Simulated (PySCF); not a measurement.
**CS (SMILES [C-]#[S+]): density, localisation and related maps**

```xyz
2

C    -0.6968   -0.2988    0.0713
S     0.7143    0.2700   -0.0835
```

Geometry: PBE0-D3(BJ)/def2-TZVP.

Level of theory: PySCF 2.14.0, PBE0/pcSseg-2, SCF density, gas phase, non-relativistic.

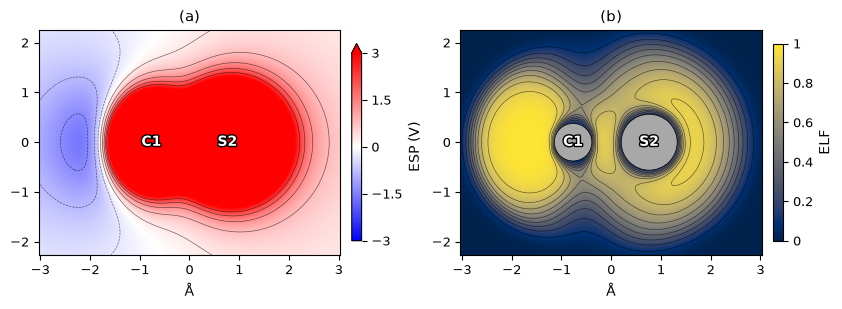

Figure 1. (a) molecular electrostatic potential; (b) electron localisation function on a plane that holds the molecular axis. Grey discs cover the atomic cores in the ELF map.

**What do the fields say about this system?**

The plane passes through C and S nuclei.
C–S (1.53 Å): the ELF peaks at about 0.90 between the atoms (localised, covalent bonding).
The ELF also peaks beside S2 and C1, away from the bonds: lone-pair regions.
Outside the dense part of the molecule the potential is most negative (−1.6 V) near C1.

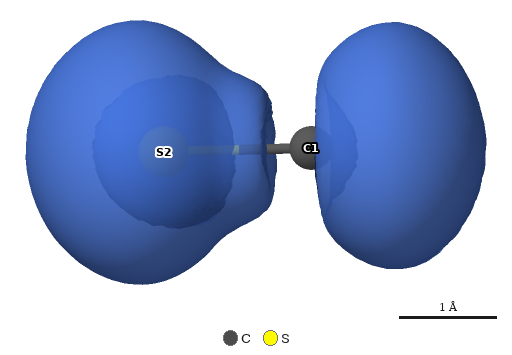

Figure 2. Isosurface of the ELF at 0.75 (blue), seen from one side. Only the valence region is drawn (cores and ρ < 0.01 e/Å³ removed).

**Identify the bonds, lone pairs and shells in this picture.**

The surface consists of one region on S in which the atom's valence shell and bonds are merged and one lobe on C, pointing away from the bonds (lone pairs).

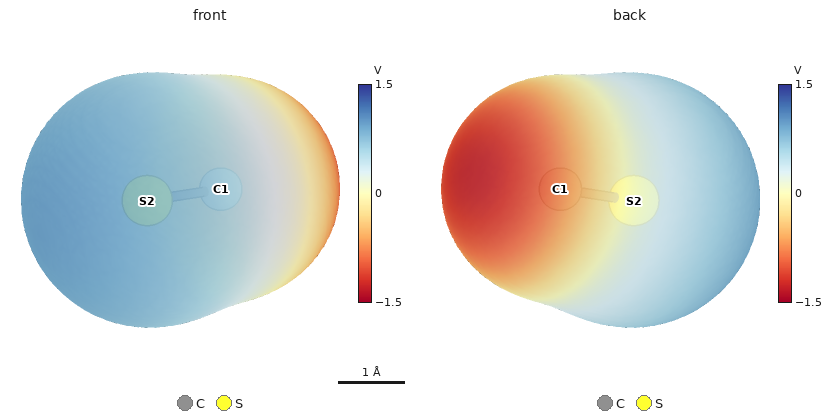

Figure 3. The electrostatic potential painted on the density surface at 0.002 e/bohr³, seen from the front and from behind; the colour scale runs from red (negative) to blue (positive).

**Where is the surface potential most negative and most positive?**

The most negative region (about −1.3 V, or −30 kcal/mol for a unit charge) lies over C1, the most positive (about +1.0 V, or +23 kcal/mol for a unit charge) over S2.
